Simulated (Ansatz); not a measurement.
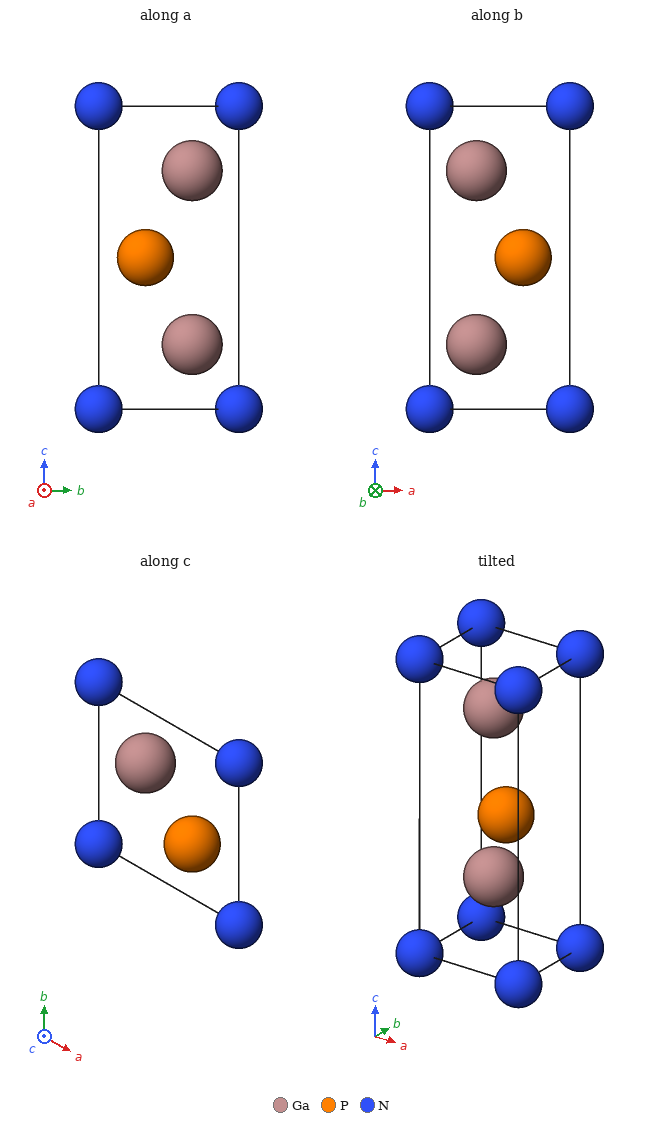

We look at a spheres-only model of the crystal along the a axis, along the b axis, along the c axis and slightly off an axis. The box is the conventional unit cell; atoms on or close to its faces, edges and corners are drawn wherever they repeat.

Lattice parameters: a = 3.2193 Å, b = 3.2193 Å, c = 6.0235 Å, α = 90.000°, β = 90.000°, γ = 120.000°.

Question: From the views, write a CIF in P1 with every atom of the cell, with free fractional coordinates to two decimals.

Answer:
```cif
data_structure
_symmetry_space_group_name_H-M 'P 1'
_symmetry_Int_Tables_number 1
_cell_length_a 3.2193
_cell_length_b 3.2193
_cell_length_c 6.0235
_cell_angle_alpha 90.000
_cell_angle_beta 90.000
_cell_angle_gamma 120.000
_cell_volume 54.06
loop_
_atom_site_label
_atom_site_type_symbol
_atom_site_fract_x
_atom_site_fract_y
_atom_site_fract_z
_atom_site_occupancy
Ga1 Ga 0.3333 0.6667 0.79 1
Ga2 Ga 0.3333 0.6667 0.21 1
P1 P 0.6667 0.3333 0.50 1
N1 N 0.00 0.00 0.00 1
```

The structure was taken from a structure type filled with these elements by a generator (whether the compound takes this form wasn't checked). Earlier steps of the study, as a rule a relaxation of our own, may have changed the cell and positions, so they can lie some per cent off the listed ones. It went into a calculation with Ansatz.
